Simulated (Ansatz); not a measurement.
Geometry relaxation, with input and output: Ga27Sb26Se (charge +1) (part 4 of 4)

Ga27Sb26Se (defect cell, 54 atoms in the cell, total charge +1); DFT, PBE, plane-wave PAW, default files, scalar-relativistic, no spin polarisation (Ansatz 0.2.0); cutoff 420 eV, 2×2×2 k-mesh, Fermi–Dirac smearing of 0.01 eV. The structure derives from an entry of the Crystallography Open Database. It belongs to a series of runs on one base structure; here: Se on a Sb site, charge +1, ions relaxed.

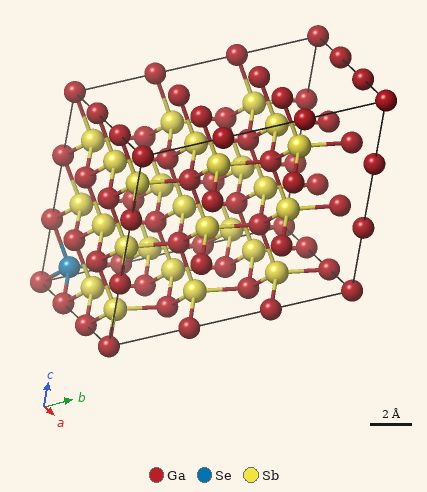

Fig. 1: The geometry at step 2 of the log (ball-and-stick view of the cell of the calculation, seen slightly off an axis).

## File populations.tsv, continued
```
31	Sb	1_5P	-	3.235738
31	Sb	2_4D	-	9.991862
32	Sb	0_5S	-	1.423882
32	Sb	1_5P	-	3.232680
32	Sb	2_4D	-	9.992038
33	Sb	0_5S	-	1.423882
33	Sb	1_5P	-	3.232680
33	Sb	2_4D	-	9.992038
34	Sb	0_5S	-	1.423882
34	Sb	1_5P	-	3.232680
34	Sb	2_4D	-	9.992038
35	Sb	0_5S	-	1.414257
35	Sb	1_5P	-	3.236663
35	Sb	2_4D	-	9.991876
36	Sb	0_5S	-	1.423882
36	Sb	1_5P	-	3.232680
36	Sb	2_4D	-	9.992038
37	Sb	0_5S	-	1.413942
37	Sb	1_5P	-	3.235738
37	Sb	2_4D	-	9.991862
38	Sb	0_5S	-	1.423882
38	Sb	1_5P	-	3.232680
38	Sb	2_4D	-	9.992038
39	Sb	0_5S	-	1.413942
39	Sb	1_5P	-	3.235738
39	Sb	2_4D	-	9.991862
40	Sb	0_5S	-	1.413942
40	Sb	1_5P	-	3.235738
40	Sb	2_4D	-	9.991862
41	Sb	0_5S	-	1.412553
41	Sb	1_5P	-	3.236475
41	Sb	2_4D	-	9.991861
42	Sb	0_5S	-	1.423882
42	Sb	1_5P	-	3.232680
42	Sb	2_4D	-	9.992038
43	Sb	0_5S	-	1.412553
43	Sb	1_5P	-	3.236475
43	Sb	2_4D	-	9.991861
44	Sb	0_5S	-	1.412553
44	Sb	1_5P	-	3.236475
44	Sb	2_4D	-	9.991861
45	Sb	0_5S	-	1.423882
45	Sb	1_5P	-	3.232680
45	Sb	2_4D	-	9.992038
46	Sb	0_5S	-	1.423882
46	Sb	1_5P	-	3.232680
46	Sb	2_4D	-	9.992038
47	Sb	0_5S	-	1.414257
47	Sb	1_5P	-	3.236663
47	Sb	2_4D	-	9.991876
48	Sb	0_5S	-	1.423882
48	Sb	1_5P	-	3.232680
48	Sb	2_4D	-	9.992038
49	Sb	0_5S	-	1.412553
49	Sb	1_5P	-	3.236475
49	Sb	2_4D	-	9.991861
50	Sb	0_5S	-	1.412553
50	Sb	1_5P	-	3.236475
50	Sb	2_4D	-	9.991861
51	Sb	0_5S	-	1.414257
51	Sb	1_5P	-	3.236663
51	Sb	2_4D	-	9.991876
52	Sb	0_5S	-	1.412553
52	Sb	1_5P	-	3.236475
52	Sb	2_4D	-	9.991861
53	Sb	0_5S	-	1.414257
53	Sb	1_5P	-	3.236663
53	Sb	2_4D	-	9.991876
```

## File rho_z.tsv
```
# z_ang	rho[e/angstrom^3]
# format = ansatz-planar-average/11
# lattice	0.000000000	9.177000000	9.177000000
# lattice	9.177000000	0.000000000	9.177000000
# lattice	9.177000000	9.177000000	0.000000000
# sites	54
# site	31	0.011771529	0.011771529	0.011771529
# site	31	3.047228471	3.047228471	0.011771529
# site	31	6.118000000	6.118000000	-0.006756702
# site	31	3.047228471	0.011771529	3.047228471
# site	31	6.130266285	3.057774786	3.057774786
# site	31	9.178225214	6.105733715	3.057774786
# site	31	6.118000000	-0.006756702	6.118000000
# site	31	9.178225214	3.057774786	6.105733715
# site	31	12.242756702	6.118000000	6.118000000
# site	31	0.011771529	3.047228471	3.047228471
# site	31	3.057774786	6.130266285	3.057774786
# site	31	6.105733715	9.178225214	3.057774786
# site	31	3.057774786	3.057774786	6.130266285
# site	31	6.118000000	6.118000000	6.118000000
# site	31	9.178225214	9.178225214	6.130266285
# site	31	6.105733715	3.057774786	9.178225214
# site	31	9.178225214	6.130266285	9.178225214
# site	31	12.236028851	9.176971149	9.176971149
# site	31	-0.006756702	6.118000000	6.118000000
# site	31	3.057774786	9.178225214	6.105733715
# site	31	6.118000000	12.242756702	6.118000000
# site	31	3.057774786	6.105733715	9.178225214
# site	31	6.130266285	9.178225214	9.178225214
# site	31	9.176971149	12.236028851	9.176971149
# site	31	6.118000000	6.118000000	12.242756702
# site	31	9.176971149	9.176971149	12.236028851
# site	31	12.236028851	12.236028851	12.236028851
# site	34	1.529500000	1.529500000	1.529500000
# site	51	4.581436486	4.581436486	1.547363303
# site	51	7.654563514	7.654563514	1.547363303
# site	51	4.581436486	1.547363303	4.581436486
# site	51	7.645574701	4.590425299	4.590425299
# site	51	10.688636697	7.654563514	4.581436486
# site	51	7.654563514	1.547363303	7.654563514
# site	51	10.688636697	4.581436486	7.654563514
# site	51	13.763625468	7.649374532	7.649374532
# site	51	1.547363303	4.581436486	4.581436486
# site	51	4.590425299	7.645574701	4.590425299
# site	51	7.654563514	10.688636697	4.581436486
# site	51	4.590425299	4.590425299	7.645574701
# site	51	7.645574701	7.645574701	7.645574701
# site	51	10.706500000	10.706500000	7.652651638
# site	51	7.654563514	4.581436486	10.688636697
# site	51	10.706500000	7.652651638	10.706500000
# site	51	13.760348362	10.706500000	10.706500000
# site	51	1.547363303	7.654563514	7.654563514
# site	51	4.581436486	10.688636697	7.654563514
# site	51	7.649374532	13.763625468	7.649374532
# site	51	4.581436486	7.654563514	10.688636697
# site	51	7.652651638	10.706500000	10.706500000
# site	51	10.706500000	13.760348362	10.706500000
# site	51	7.649374532	7.649374532	13.763625468
# site	51	10.706500000	10.706500000	13.760348362
# site	51	13.763625468	13.763625468	13.763625468
0.000000	1.205504e0
0.144203	1.110928e0
0.288405	8.786190e-1
0.432608	7.020496e-1
0.576811	6.748658e-1
0.721013	7.734608e-1
0.865216	9.188106e-1
1.009419	1.018241e0
1.153621	1.004049e0
1.297824	8.701450e-1
1.442026	6.706250e-1
1.586229	4.751411e-1
1.730432	3.256931e-1
1.874634	2.286999e-1
2.018837	1.705566e-1
2.163040	1.350963e-1
2.307242	1.118882e-1
2.451445	9.598132e-2
2.595648	8.561915e-2
2.739850	7.988776e-2
2.884053	7.829543e-2
3.028256	8.121455e-2
3.172458	8.945204e-2
3.316661	1.050232e-1
3.460863	1.315975e-1
3.605066	1.783310e-1
3.749269	2.696237e-1
3.893471	4.469293e-1
4.037674	7.317438e-1
4.181877	1.045850e0
4.326079	1.211926e0
4.470282	1.128300e0
4.614485	9.019825e-1
4.758687	7.271537e-1
4.902890	6.992536e-1
5.047093	7.908955e-1
5.191295	9.191597e-1
5.335498	9.968360e-1
5.479700	9.686757e-1
5.623903	8.347248e-1
5.768106	6.439876e-1
5.912308	4.582835e-1
6.056511	3.159870e-1
6.200714	2.233667e-1
6.344916	1.675690e-1
6.489119	1.333077e-1
6.633322	1.109338e-1
6.777524	9.571443e-2
6.921727	8.585759e-2
7.065930	8.048622e-2
7.210132	7.911369e-2
7.354335	8.215345e-2
7.498537	9.044058e-2
7.642740	1.060099e-1
7.786943	1.326108e-1
7.931145	1.796361e-1
8.075348	2.720301e-1
8.219551	4.515784e-1
8.363753	7.384777e-1
8.507956	1.051230e0
8.652159	1.211167e0
8.796361	1.120704e0
8.940564	8.915819e-1
9.084767	7.175487e-1
9.228969	6.910721e-1
9.373172	7.839084e-1
9.517374	9.141869e-1
9.661577	9.952582e-1
9.805780	9.709332e-1
9.949982	8.396741e-1
10.094185	6.496298e-1
10.238388	4.630050e-1
10.382590	3.192043e-1
10.526793	2.253065e-1
10.670996	1.687277e-1
10.815198	1.340729e-1
10.959401	1.115058e-1
11.103604	9.617115e-2
11.247806	8.621592e-2
11.392009	8.074447e-2
11.536211	7.924356e-2
11.680414	8.211092e-2
11.824617	9.016689e-2
11.968819	1.054278e-1
12.113022	1.316771e-1
12.257225	1.784242e-1
12.401427	2.708718e-1
12.545630	4.508933e-1
12.689833	7.379598e-1
12.834035	1.049187e0
```

## Trajectory as extended XYZ (Å, eV, eV/Å), 3 frames, from step=1 to step=3
```
54
Lattice="0.0000 9.1770 9.1770 9.1770 0.0000 9.1770 9.1770 9.1770 0.0000" Properties=species:S:1:pos:R:3:forces:R:3 step=1 energy=-276223.08076
Ga    0.0000    0.0000    0.0000    0.0566   0.0566   0.0566
Ga    3.0590    3.0590    0.0000   -0.0566  -0.0566   0.0566
Ga    6.1180    6.1180    0.0000    0.0000   0.0000  -0.1931
Ga    3.0590    0.0000    3.0590   -0.0566   0.0566  -0.0566
Ga    6.1180    3.0590    3.0590    0.0529  -0.0143  -0.0143
Ga    9.1770    6.1180    3.0590    0.0143  -0.0529  -0.0143
Ga    6.1180    0.0000    6.1180    0.0000  -0.1931   0.0000
Ga    9.1770    3.0590    6.1180    0.0143  -0.0143  -0.0529
Ga   12.2360    6.1180    6.1180    0.1931   0.0000   0.0000
Ga    0.0000    3.0590    3.0590    0.0566  -0.0566  -0.0566
Ga    3.0590    6.1180    3.0590   -0.0143   0.0529  -0.0143
Ga    6.1180    9.1770    3.0590   -0.0529   0.0143  -0.0143
Ga    3.0590    3.0590    6.1180   -0.0143  -0.0143   0.0529
Ga    6.1180    6.1180    6.1180    0.0000   0.0000   0.0000
Ga    9.1770    9.1770    6.1180    0.0143   0.0143   0.0529
Ga    6.1180    3.0590    9.1770   -0.0529  -0.0143   0.0143
Ga    9.1770    6.1180    9.1770    0.0143   0.0529   0.0143
Ga   12.2360    9.1770    9.1770   -0.0024   0.0024   0.0024
Ga    0.0000    6.1180    6.1180   -0.1931   0.0000   0.0000
Ga    3.0590    9.1770    6.1180   -0.0143   0.0143  -0.0529
Ga    6.1180   12.2360    6.1180    0.0000   0.1931   0.0000
Ga    3.0590    6.1180    9.1770   -0.0143  -0.0529   0.0143
Ga    6.1180    9.1770    9.1770    0.0529   0.0143   0.0143
Ga    9.1770   12.2360    9.1770    0.0024  -0.0024   0.0024
Ga    6.1180    6.1180   12.2360    0.0000   0.0000   0.1931
Ga    9.1770    9.1770   12.2360    0.0024   0.0024  -0.0024
Ga   12.2360   12.2360   12.2360   -0.0024  -0.0024  -0.0024
Se    1.5295    1.5295    1.5295    0.0000   0.0000   0.0000
Sb    4.5885    4.5885    1.5295   -0.0647  -0.0647   0.1852
Sb    7.6475    7.6475    1.5295    0.0647   0.0647   0.1852
Sb    4.5885    1.5295    4.5885   -0.0647   0.1852  -0.0647
Sb    7.6475    4.5885    4.5885   -0.0156   0.0156   0.0156
Sb   10.7065    7.6475    4.5885   -0.1852   0.0647  -0.0647
Sb    7.6475    1.5295    7.6475    0.0647   0.1852   0.0647
Sb   10.7065    4.5885    7.6475   -0.1852  -0.0647   0.0647
Sb   13.7655    7.6475    7.6475   -0.0133   0.0133   0.0133
Sb    1.5295    4.5885    4.5885    0.1852  -0.0647  -0.0647
Sb    4.5885    7.6475    4.5885    0.0156  -0.0156   0.0156
Sb    7.6475   10.7065    4.5885    0.0647  -0.1852  -0.0647
Sb    4.5885    4.5885    7.6475    0.0156   0.0156  -0.0156
Sb    7.6475    7.6475    7.6475   -0.0156  -0.0156  -0.0156
Sb   10.7065   10.7065    7.6475    0.0000   0.0000  -0.0044
Sb    7.6475    4.5885   10.7065    0.0647  -0.0647  -0.1852
Sb   10.7065    7.6475   10.7065    0.0000  -0.0044   0.0000
Sb   13.7655   10.7065   10.7065    0.0044   0.0000   0.0000
Sb    1.5295    7.6475    7.6475    0.1852   0.0647   0.0647
Sb    4.5885   10.7065    7.6475   -0.0647  -0.1852   0.0647
Sb    7.6475   13.7655    7.6475    0.0133  -0.0133   0.0133
Sb    4.5885    7.6475   10.7065   -0.0647   0.0647  -0.1852
Sb    7.6475   10.7065   10.7065   -0.0044   0.0000   0.0000
Sb   10.7065   13.7655   10.7065    0.0000   0.0044   0.0000
Sb    7.6475    7.6475   13.7655    0.0133   0.0133  -0.0133
Sb   10.7065   10.7065   13.7655    0.0000   0.0000   0.0044
Sb   13.7655   13.7655   13.7655   -0.0133  -0.0133  -0.0133
54
Lattice="0.0000 9.1770 9.1770 9.1770 0.0000 9.1770 9.1770 9.1770 0.0000" Properties=species:S:1:pos:R:3:forces:R:3 step=2 energy=-276223.05975 accepted=F
Ga    0.0129    0.0129    0.0129   -0.0007  -0.0007  -0.0007
Ga    3.0461    3.0461    0.0129    0.0007   0.0007  -0.0007
Ga    6.1180    6.1180   -0.0096    0.0000   0.0000   0.1612
Ga    3.0461    0.0129    3.0461    0.0007  -0.0007   0.0007
Ga    6.1500    3.0565    3.0565   -0.0765   0.0196   0.0196
Ga    9.1795    6.0860    3.0565   -0.0196   0.0765   0.0196
Ga    6.1180   -0.0096    6.1180    0.0000   0.1612   0.0000
Ga    9.1795    3.0565    6.0860   -0.0196   0.0196   0.0765
Ga   12.2456    6.1180    6.1180   -0.1612   0.0000   0.0000
Ga    0.0129    3.0461    3.0461   -0.0007   0.0007   0.0007
Ga    3.0565    6.1500    3.0565    0.0196  -0.0765   0.0196
Ga    6.0860    9.1795    3.0565    0.0765  -0.0196   0.0196
Ga    3.0565    3.0565    6.1500    0.0196   0.0196  -0.0765
Ga    6.1180    6.1180    6.1180    0.0000   0.0000   0.0000
Ga    9.1795    9.1795    6.1500   -0.0196  -0.0196  -0.0765
Ga    6.0860    3.0565    9.1795    0.0765   0.0196  -0.0196
Ga    9.1795    6.1500    9.1795   -0.0196  -0.0765  -0.0196
Ga   12.2344    9.1786    9.1786    0.0236  -0.0236  -0.0236
Ga   -0.0096    6.1180    6.1180    0.1612   0.0000   0.0000
Ga    3.0565    9.1795    6.0860    0.0196  -0.0196   0.0765
Ga    6.1180   12.2456    6.1180    0.0000  -0.1612   0.0000
Ga    3.0565    6.0860    9.1795    0.0196   0.0765  -0.0196
Ga    6.1500    9.1795    9.1795   -0.0765  -0.0196  -0.0196
Ga    9.1786   12.2344    9.1786   -0.0236   0.0236  -0.0236
Ga    6.1180    6.1180   12.2456    0.0000   0.0000  -0.1612
Ga    9.1786    9.1786   12.2344   -0.0236  -0.0236   0.0236
Ga   12.2344   12.2344   12.2344    0.0236   0.0236   0.0236
Se    1.5295    1.5295    1.5295    0.0000   0.0000   0.0000
Sb    4.5750    4.5750    1.5769    0.0705   0.0705  -0.2409
Sb    7.6610    7.6610    1.5769   -0.0705  -0.0705  -0.2409
Sb    4.5750    1.5769    4.5750    0.0705  -0.2409   0.0705
Sb    7.6414    4.5946    4.5946    0.0346  -0.0346  -0.0346
Sb   10.6591    7.6610    4.5750    0.2409  -0.0705   0.0705
Sb    7.6610    1.5769    7.6610   -0.0705  -0.2409  -0.0705
Sb   10.6591    4.5750    7.6610    0.2409   0.0705  -0.0705
Sb   13.7605    7.6525    7.6525    0.0230  -0.0230  -0.0230
Sb    1.5769    4.5750    4.5750   -0.2409   0.0705   0.0705
Sb    4.5946    7.6414    4.5946   -0.0346   0.0346  -0.0346
Sb    7.6610   10.6591    4.5750   -0.0705   0.2409   0.0705
Sb    4.5946    4.5946    7.6414   -0.0346  -0.0346   0.0346
Sb    7.6414    7.6414    7.6414    0.0346   0.0346   0.0346
Sb   10.7065   10.7065    7.6637    0.0000   0.0000  -0.0287
Sb    7.6610    4.5750   10.6591   -0.0705   0.0705   0.2409
Sb   10.7065    7.6637   10.7065    0.0000  -0.0287   0.0000
Sb   13.7493   10.7065   10.7065    0.0287   0.0000   0.0000
Sb    1.5769    7.6610    7.6610   -0.2409  -0.0705  -0.0705
Sb    4.5750   10.6591    7.6610    0.0705   0.2409  -0.0705
Sb    7.6525   13.7605    7.6525   -0.0230   0.0230  -0.0230
Sb    4.5750    7.6610   10.6591    0.0705  -0.0705   0.2409
Sb    7.6637   10.7065   10.7065   -0.0287   0.0000   0.0000
Sb   10.7065   13.7493   10.7065    0.0000   0.0287   0.0000
Sb    7.6525    7.6525   13.7605   -0.0230  -0.0230   0.0230
Sb   10.7065   10.7065   13.7493    0.0000   0.0000   0.0287
Sb   13.7605   13.7605   13.7605    0.0230   0.0230   0.0230
54
Lattice="0.0000 9.1770 9.1770 9.1770 0.0000 9.1770 9.1770 9.1770 0.0000" Properties=species:S:1:pos:R:3:forces:R:3 step=3 energy=-276223.11956
Ga    0.0118    0.0118    0.0118   -0.0032  -0.0032  -0.0032
Ga    3.0472    3.0472    0.0118    0.0032   0.0032  -0.0032
Ga    6.1180    6.1180   -0.0068    0.0000   0.0000  -0.0232
Ga    3.0472    0.0118    3.0472    0.0032  -0.0032   0.0032
Ga    6.1303    3.0578    3.0578   -0.0019   0.0027   0.0027
Ga    9.1782    6.1057    3.0578   -0.0027   0.0019   0.0027
Ga    6.1180   -0.0068    6.1180    0.0000  -0.0232   0.0000
Ga    9.1782    3.0578    6.1057   -0.0027   0.0027   0.0019
Ga   12.2428    6.1180    6.1180    0.0232   0.0000   0.0000
Ga    0.0118    3.0472    3.0472   -0.0032   0.0032   0.0032
Ga    3.0578    6.1303    3.0578    0.0027  -0.0019   0.0027
Ga    6.1057    9.1782    3.0578    0.0019  -0.0027   0.0027
Ga    3.0578    3.0578    6.1303    0.0027   0.0027  -0.0019
Ga    6.1180    6.1180    6.1180    0.0000   0.0000   0.0000
Ga    9.1782    9.1782    6.1303   -0.0027  -0.0027  -0.0019
Ga    6.1057    3.0578    9.1782    0.0019   0.0027  -0.0027
Ga    9.1782    6.1303    9.1782   -0.0027  -0.0019  -0.0027
Ga   12.2360    9.1770    9.1770   -0.0014   0.0014   0.0014
Ga   -0.0068    6.1180    6.1180   -0.0232   0.0000   0.0000
Ga    3.0578    9.1782    6.1057    0.0027  -0.0027   0.0019
Ga    6.1180   12.2428    6.1180    0.0000   0.0232   0.0000
Ga    3.0578    6.1057    9.1782    0.0027   0.0019  -0.0027
Ga    6.1303    9.1782    9.1782   -0.0019  -0.0027  -0.0027
Ga    9.1770   12.2360    9.1770    0.0014  -0.0014   0.0014
Ga    6.1180    6.1180   12.2428    0.0000   0.0000   0.0232
Ga    9.1770    9.1770   12.2360    0.0014   0.0014  -0.0014
Ga   12.2360   12.2360   12.2360   -0.0014  -0.0014  -0.0014
Se    1.5295    1.5295    1.5295    0.0000   0.0000   0.0000
Sb    4.5814    4.5814    1.5474   -0.0014  -0.0014   0.0108
Sb    7.6546    7.6546    1.5474    0.0014   0.0014   0.0108
Sb    4.5814    1.5474    4.5814   -0.0014   0.0108  -0.0014
Sb    7.6456    4.5904    4.5904    0.0012  -0.0012  -0.0012
Sb   10.6886    7.6546    4.5814   -0.0108   0.0014  -0.0014
Sb    7.6546    1.5474    7.6546    0.0014   0.0108   0.0014
Sb   10.6886    4.5814    7.6546   -0.0108  -0.0014   0.0014
Sb   13.7636    7.6494    7.6494   -0.0001   0.0001   0.0001
Sb    1.5474    4.5814    4.5814    0.0108  -0.0014  -0.0014
Sb    4.5904    7.6456    4.5904   -0.0012   0.0012  -0.0012
Sb    7.6546   10.6886    4.5814    0.0014  -0.0108  -0.0014
Sb    4.5904    4.5904    7.6456   -0.0012  -0.0012   0.0012
Sb    7.6456    7.6456    7.6456    0.0012   0.0012   0.0012
Sb   10.7065   10.7065    7.6527    0.0000   0.0000  -0.0012
Sb    7.6546    4.5814   10.6886    0.0014  -0.0014  -0.0108
Sb   10.7065    7.6527   10.7065    0.0000  -0.0012   0.0000
Sb   13.7603   10.7065   10.7065    0.0012   0.0000   0.0000
Sb    1.5474    7.6546    7.6546    0.0108   0.0014   0.0014
Sb    4.5814   10.6886    7.6546   -0.0014  -0.0108   0.0014
Sb    7.6494   13.7636    7.6494    0.0001  -0.0001   0.0001
Sb    4.5814    7.6546   10.6886   -0.0014   0.0014  -0.0108
Sb    7.6527   10.7065   10.7065   -0.0012   0.0000   0.0000
Sb   10.7065   13.7603   10.7065    0.0000   0.0012   0.0000
Sb    7.6494    7.6494   13.7636    0.0001   0.0001  -0.0001
Sb   10.7065   10.7065   13.7603    0.0000   0.0000   0.0012
Sb   13.7636   13.7636   13.7636   -0.0001  -0.0001  -0.0001
```

## Key numbers

| quantity | value |
| --- | --- |
| outcome | converged |
| electrons treated | 756 |
| free energy | −276223.1196 eV |
| Fermi energy | 7.607 eV |
| pressure | 2.22 GPa |
| final volume | 1545.72 Å³ |
| field gradient V_zz (10²¹ V/m²) | Ga 8.21, Ga 8.21, Ga 0.99, Ga 8.21, Ga 0.33, Ga 0.33, Ga 0.99, Ga 0.33 (the first 8 of 54 sites) |
| largest force (length of the vector) at the end | 0.023 eV/Å |
| hardware | 4 threads of Arm Neoverse V1, 24 GiB of memory available, shared host |
| wall time | 4.4 min (CPU time 17 min) |
| peak memory | 4.8 GiB |

Notes on the run: the field gradients leave out spin–orbit coupling; the SCF threshold is looser than advised for the printed stress. The cell is charged and computed with a neutralising background, so its energy and pressure depend on the cell and aren't those of a real crystal.
